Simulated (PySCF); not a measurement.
```xyz
17

F    -2.6925    1.1728    0.9903
C    -1.3938    0.9849    0.6532
F    -0.8012    0.5467    1.7839
F    -0.9005    2.2279    0.4511
C    -1.2176    0.0746   -0.4978
Si   -1.3834   -1.8043   -0.0938
O     0.2002   -1.9618   -0.5588
Si    0.5941   -0.3957   -0.9549
O     1.7421    0.2028   -0.0292
Si    2.4658    0.7529    1.3395
H    -1.8286    0.4574   -1.3124
H    -1.5239   -2.1454    1.3090
H    -2.2333   -2.4972   -1.0477
H     0.9854   -0.2758   -2.3403
H     3.8834    0.5594    1.0424
H     2.0093   -0.0462    2.4721
H     2.0877    2.1591    1.4330
```

Geometry: GFN2-xTB.

Theory: PBE0/pcSseg-1, SCF density, gas phase, non-relativistic in PySCF.

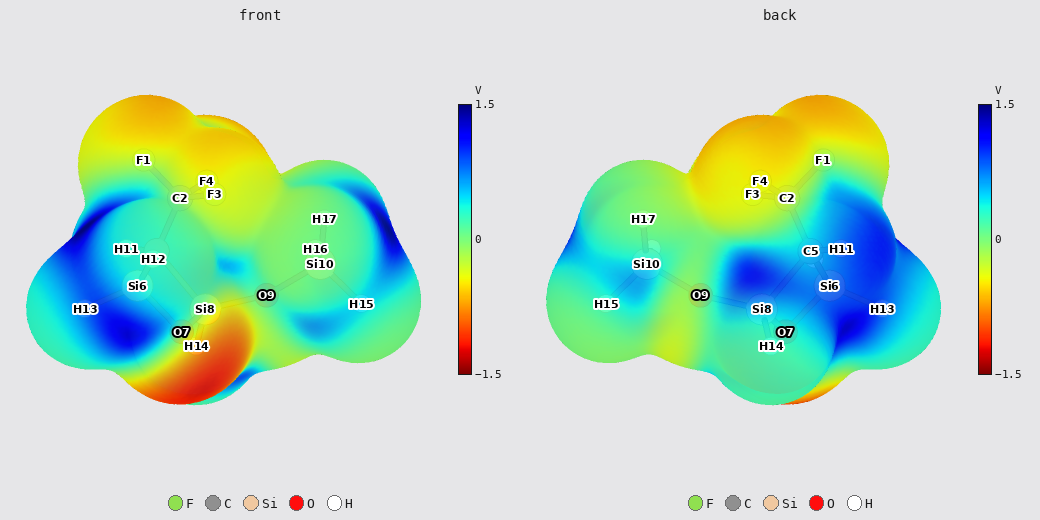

C2H7F3O2Si3. The electrostatic potential painted on the density surface at 0.001 e/bohr³, seen from the front and from behind; red is negative and blue positive.

### Describe the electrostatic potential map.

The most negative region (about −1.2 V) lies over O7, the most positive (about +1.4 V) over Si6 and Si10. O7 is the likeliest acceptor of a hydrogen bond.
